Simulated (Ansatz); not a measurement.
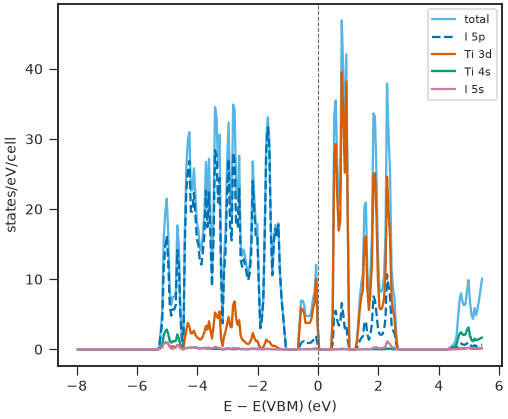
Total and projected density of states of TiI3 in space group Pmmn (No. 59; Pearson symbol oP16), r²SCAN+D4 in the plane-wave PAW code Ansatz

Task: Which orbitals carry the states next to the gap?

Result: Top 1 eV of the valence band: Ti 3d 81 %, I 5p 16 %. Bottom 1 eV of the conduction band: Ti 3d 85 %, I 5p 13 %. Projections are on Löwdin-orthogonalised atomic valence shells; empty p or d shells of many metals are not among them.

Task: Where is the tallest occupied peak in this window, and what makes it?

Result: Near -2.8 eV, about 35 states/eV per cell; the largest projected share is I 5p.

The first step of the workflow began from a Materials Project structure, measured or hypothetical; the Crystallography Open Database files this formula in space group No. 59, but the cells were not matched. Whether it is the stable phase at ambient conditions was not checked. The cell was relaxed with r²SCAN+D4 under the symmetry of its start; its stability against distortions is not shown here. No spin polarisation was allowed. Scalar-relativistic: spin–orbit coupling is off unless named, which matters more the heavier the elements.

Potentials: the later of the program's two PAW sets.
